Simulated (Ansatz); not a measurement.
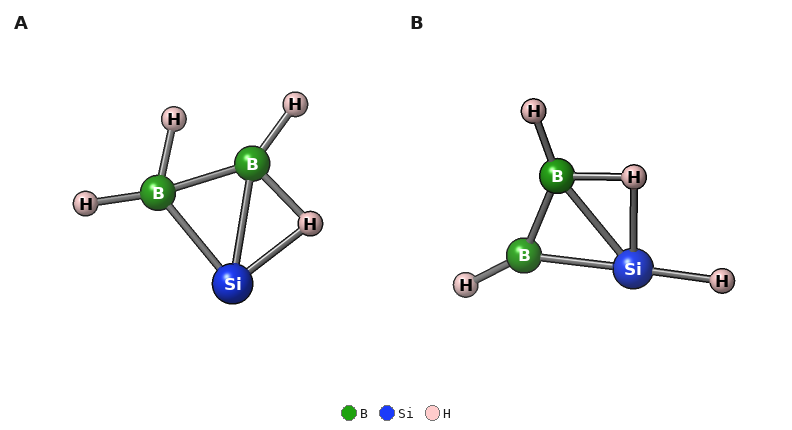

2 stationary structures of one formula. Geometries: PBE0-D4/def2-TZVP. Electronic energies: RHF-CCSD(T) (frozen core)/def2-TZVPP (Ansatz 0.2.0), without zero-point energy. No frequency run is at hand to confirm each as a minimum. Each is one conformer, not always the lowest.

Which structure is the most stable?

Answer. A is lowest (Cs); B lies 6.2 kcal/mol above it (Cs).
